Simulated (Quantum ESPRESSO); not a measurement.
## CsH (Fm-3m): from Born charge to LO-TO splitting

Wanted: the LO mode of CsH (Fm-3m) from the TO mode and the field response.

Program: Quantum ESPRESSO 7.5. Level of theory: DFT LDA, scalar-relativistic, plane waves, PseudoDojo norm-conserving pseudopotentials. Results are calculated unless marked as measured.

The database entry behind the starting cell differs from later determinations by our own check (0.1 to 0.3 % short, probably kX units), so it need not match the best structure at ambient conditions.

## (1) The relaxed structure

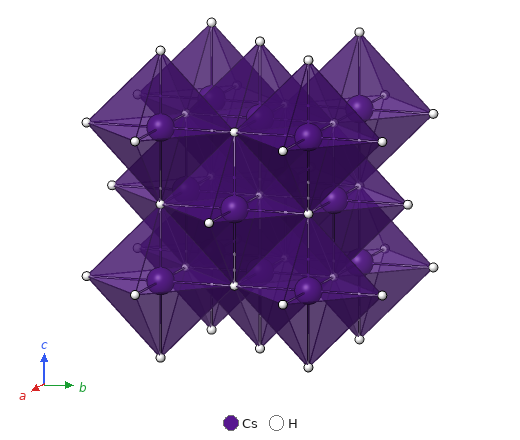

Start, viewed slightly off an axis; caesium purple, hydrogen white. This picture shows the conventional cell, with its axes. Some periodic images of atoms are drawn too.

This is the cell after its relaxation at this level of theory, not the database cell from which that began.

## (2) What the response run gave

A linear-response run on the relaxed cell, with the response to an electric field; only its zone-centre results are used. Cutoff 74 Ry, k mesh 6×6×6.

What it wrote:

```text
[banners, grids, parts of the stress and lines that vanish by symmetry left out]
Program PHONON v.7.5
     Reading xml data from directory:

[...]
Exchange-correlation= PW
                           (   1   4   0   0   0   0   0)
[...]
(   3 q-points):
[...]
kinetic-energy cut-off    =      74.0000  Ry
     charge density cut-off    =     296.0000  Ry
     convergence threshold     =      1.0E-18
[...]
Exchange-correlation= PW
                           (   1   4   0   0   0   0   0)
[...]
q = (   0.0000000   0.0000000   0.0000000 )
     49 Sym.Ops. (with q -> -q+G )
     G cutoff =  994.4307  (  32743 G-vectors)     FFT grid: ( 45, 45, 45)
     number of k points=    16
[...]
Mode symmetry, O_h (m-3m)  point group:
[...]
Dielectric constant
[...]
End of electric fields calculation
          Dielectric constant in cartesian axis
          (       3.644742191       0.000000000      -0.000000000 )
          (       0.000000000       3.644742191      -0.000000000 )
          (       0.000000000      -0.000000000       3.644742191 )
          Effective charges (d Force / dE) in cartesian axis without acoustic sum rule applied (asr)
           atom    1  Cs    Mean Z*:        1.15462
      Ex  (        1.15462       -0.00000       -0.00000 )
      Ey  (       -0.00000        1.15462       -0.00000 )
      Ez  (       -0.00000        0.00000        1.15462 )
           atom    2  H     Mean Z*:       -1.15900
      Ex  (       -1.15900       -0.00000        0.00000 )
      Ey  (       -0.00000       -1.15900       -0.00000 )
      Ez  (        0.00000       -0.00000       -1.15900 )
          Effective charges Sum: Mean:       -0.00437
[...]
Effective charges (d Force / dE) in cartesian axis with asr applied:
           atom    1  Cs    Mean Z*:        1.15681
[...]
atom    2  H     Mean Z*:       -1.15681
[...]
Representation #   1 modes #   1   2   3
[...]
End of self-consistent calculation
     Convergence has been achieved
     Representation #   2 modes #   4   5   6
[...]
End of self-consistent calculation
     Convergence has been achieved
[...]
Dielectric constant in cartesian axis
          (       3.644742191       0.000000000      -0.000000000 )
          (       0.000000000       3.644742191      -0.000000000 )
          (       0.000000000      -0.000000000       3.644742191 )
          Effective charges (d Force / dE) in cartesian axis without acoustic sum rule applied (asr)
           atom    1  Cs    Mean Z*:        1.15462
[...]
q = (    0.000000000   0.000000000   0.000000000 )
[...]
freq (    1) =       0.026553 [THz] =       0.885713 [cm-1]
     freq (    2) =       0.026553 [THz] =       0.885713 [cm-1]
     freq (    3) =       0.026553 [THz] =       0.885713 [cm-1]
     freq (    4) =      13.556892 [THz] =     452.209234 [cm-1]
     freq (    5) =      13.556892 [THz] =     452.209234 [cm-1]
     freq (    6) =      13.556892 [THz] =     452.209234 [cm-1]
[...]
Mode symmetry, O_h (m-3m)  point group:
     freq (   1-   3) =          0.9  [cm-1]   --> T_1u G_15  G_4- I
     freq (   4-   6) =        452.2  [cm-1]   --> T_1u G_15  G_4- I
[...]
Mode symmetry, D_3d (-3m)  point group:
[...]
Representation #   1 mode #   1
[...]
End of self-consistent calculation
     Convergence has been achieved
     Representation #   2 modes #   2   3
[...]
End of self-consistent calculation
     Convergence has been achieved
     Representation #   3 mode #   4
[...]
Convergence has been achieved
     Representation #   4 modes #   5   6
[...]
Convergence has been achieved
[...]
q = (    0.500000000  -0.500000000   0.500000000 )
[...]
freq (    1) =       1.253410 [THz] =      41.809263 [cm-1]
     freq (    2) =       1.253410 [THz] =      41.809263 [cm-1]
     freq (    3) =       1.920988 [THz] =      64.077254 [cm-1]
     freq (    4) =      17.007828 [THz] =     567.320080 [cm-1]
     freq (    5) =      17.007828 [THz] =     567.320080 [cm-1]
     freq (    6) =      22.175961 [THz] =     739.710447 [cm-1]
[...]
Mode symmetry, D_3d (-3m)  point group:
     freq (   1-   2) =         41.8  [cm-1]   --> E_u  L_3'
     freq (   3-   3) =         64.1  [cm-1]   --> A_2u L_2'
     freq (   4-   5) =        567.3  [cm-1]   --> E_g  L_3
     freq (   6-   6) =        739.7  [cm-1]   --> A_1g L_1
[...]
Mode symmetry, D_4h(4/mmm) point group:
[...]
Representation #   1 mode #   1
[...]
Convergence has been achieved
     Representation #   2 mode #   2
[...]
Convergence has been achieved
     Representation #   3 modes #   3   4
[...]
End of self-consistent calculation
     Convergence has been achieved
     Representation #   4 modes #   5   6
[...]
End of self-consistent calculation
     Convergence has been achieved
[...]
q = (    0.000000000  -1.000000000   0.000000000 )
[...]
freq (    1) =       0.821379 [THz] =      27.398267 [cm-1]
     freq (    2) =       0.821379 [THz] =      27.398267 [cm-1]
     freq (    3) =       1.716097 [THz] =      57.242841 [cm-1]
     freq (    4) =      14.140787 [THz] =     471.685878 [cm-1]
     freq (    5) =      14.140787 [THz] =     471.685878 [cm-1]
     freq (    6) =      15.557643 [THz] =     518.947098 [cm-1]
[...]
Mode symmetry, D_4h(4/mmm) point group:
     freq (   1-   2) =         27.4  [cm-1]   --> E_u  X_5' M_5'
     freq (   3-   3) =         57.2  [cm-1]   --> A_2u X_4' M_4'
     freq (   4-   5) =        471.7  [cm-1]   --> E_u  X_5' M_5'
     freq (   6-   6) =        518.9  [cm-1]   --> A_2u X_4' M_4'

   JOB DONE.
```

```tsv
quantity	value
cell volume Ω (Å³)	56.586
mass of Cs (u)	132.905
mass of H (u)	1.008
Born charge of Cs, raw (e)	1.155
Born charge of H, raw (e)	-1.159
ε∞	3.645
ω(TO) after the sum rule (cm⁻¹)	452.2
```

## (3) The calculation

The charges must sum to zero over the cell; taking off their mean, -0.002 e, leaves Z* = 1.157 e on Cs. In the polar mode Cs moves against H, so the reduced mass is μ = 132.91 × 1.01 / 133.91 = 1.000 u.

A longitudinal wave builds up a field that adds to the restoring force: ω(LO)² = ω(TO)² + 4π Z*² / (μ Ω ε∞), in Hartree atomic units. With μ = 1824 electron masses and Ω = 381.86 bohr³ the second term is 6.6255e-06 Ha², or 319147 cm⁻² (1 Ha = 219474.6 cm⁻¹).

So ω(LO) = √(204485 + 319147) = 723.6 cm⁻¹, and by the Lyddane-Sachs-Teller relation ε₀ = ε∞ (ω(LO)/ω(TO))² = 9.33.

## (4) Check against the program

The analysis program adds the same non-analytic term to the full matrix, here for q along (1 0 0).

What it wrote:

```text
[banner, memory and clock lines left out]
Program DYNMAT v.7.5

     Reading Dynamical Matrix from file x.dyn1
     ...Force constants read
     ...epsilon and Z* read

     Polarizability (A^3 units)
     multiply by 0.531468 for Clausius-Mossotti correction
        11.909149    0.000000    0.000000
         0.000000   11.909149   -0.000000
        -0.000000   -0.000000   11.909149

     IR activities are in (D/A)^2/amu units

# mode   [cm-1]    [THz]      IR
    1     -0.00   -0.0000    0.0000
    2     -0.00   -0.0000    0.0000
    3     -0.00   -0.0000    0.0000
    4    452.20   13.5565   30.8613
    5    452.20   13.5565   30.8613
    6    723.62   21.6937   30.8613
```

ε₀ comes from the program's run without a direction of q.

```tsv
quantity	by hand	program
ω(LO) (cm⁻¹)	723.6	723.6
ε₀	9.33	9.33
```

## (5) Summary of results

```json
{
  "TO mode": "452.2 cm⁻¹",
  "LO mode": "723.6 cm⁻¹",
  "static dielectric constant": "9.333"
}
```

In words: The LO mode of CsH (Fm-3m) lies at 724 cm⁻¹, 271 cm⁻¹ above the TO mode; the formula meets the program within 0.1 cm⁻¹, as it must for a cubic crystal with one polar mode. ω(LO)² − ω(TO)² goes with Z*²/ε∞: an error of 5 % in ε∞ would move the LO mode by 10.6 cm⁻¹, and semilocal functionals tend to overestimate ε∞. These are harmonic values at zero temperature, at the volume of this functional, for the structure held cubic; stability elsewhere in the zone is no part of this calculation.

[Host names and launcher messages were left out of these logs when they were recorded.]

[Logs are printed without paths, hosts, clocks, repeated set-up lines and the standing remarks that a program may print on its own settings, such as how far it seeks lower states.]

[Hosts, paths, dates, database ids (printed as entryN), source tags and the programs' standing remarks are cut or masked in the printed files.]
